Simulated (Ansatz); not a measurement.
Input

```
crystal:
  periodic: [false, false, false]
  atoms:
    - {symbol: C, position_ang: [-0.112672, -0.209905, -0.554793]}
    - {symbol: C, position_ang: [0.112618, 0.209900, 0.554806]}
    - {symbol: H, position_ang: [-0.313851, -0.582315, -1.538578]}
    - {symbol: H, position_ang: [0.313906, 0.582320, 1.538564]}
basis:
  gaussian: {orbitals: def2-TZVP, initial_orbitals: start.molden}
hamiltonian: {xc: pbe0, dispersion: d4}
output: {orbitals: {seedname: orbitals}}
```

Command:

```sh
ansatz run in.yaml --threads 4 --pin off --events-out ev --progress --plain --max-ram 3916MiB
```

Geometry: PBE-D4/def2-TZVP.

Theory: RKS PBE0-D4/def2-TZVP in Ansatz 0.2.0.

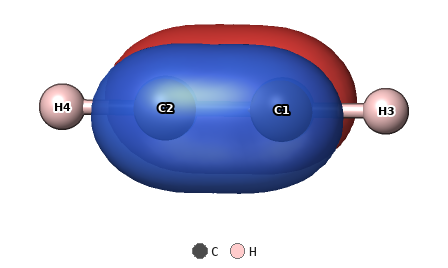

C$_{2}$H$_{2}$. The HOMO at ±0.2 Å⁻³ᐟ² (red and blue are the two phases), seen from one side.

Question: What is the character of this orbital?

Answer: Its weight (Hirshfeld) is mainly on C1 (about 45 %) and C2 (about 45 %); it is ungerade (odd under inversion); π-bonding across C1–C2. It is one of a degenerate set, so its orientation is arbitrary. Its energy is −8.38 eV.
